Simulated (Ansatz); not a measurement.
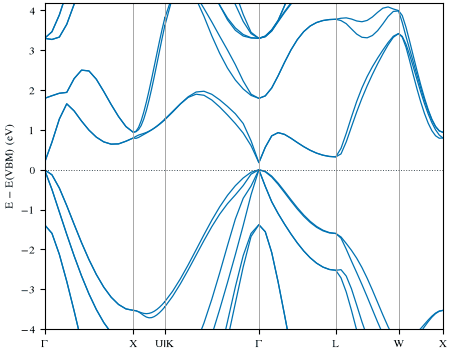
*Band structure from r²SCAN with spin–orbit coupling (plane waves, PAW; program Ansatz)*

Task: Read off the gap and where the band edges lie.

Result: About 0.2 eV (0.18 eV by a search for the band edges); maximum at Γ, minimum at Γ.

The material is BiB (zinc blende, F-43m).

A made-up cell: these elements were put on the sites of a structure type; neither database checked (COD, Materials Project) lists it. Its standing as an ambient phase is unchecked. The r²SCAN relaxation kept the symmetry of its start; of distortions, only those at the zone centre were tested.

Potentials: the later of the program's two PAW sets.
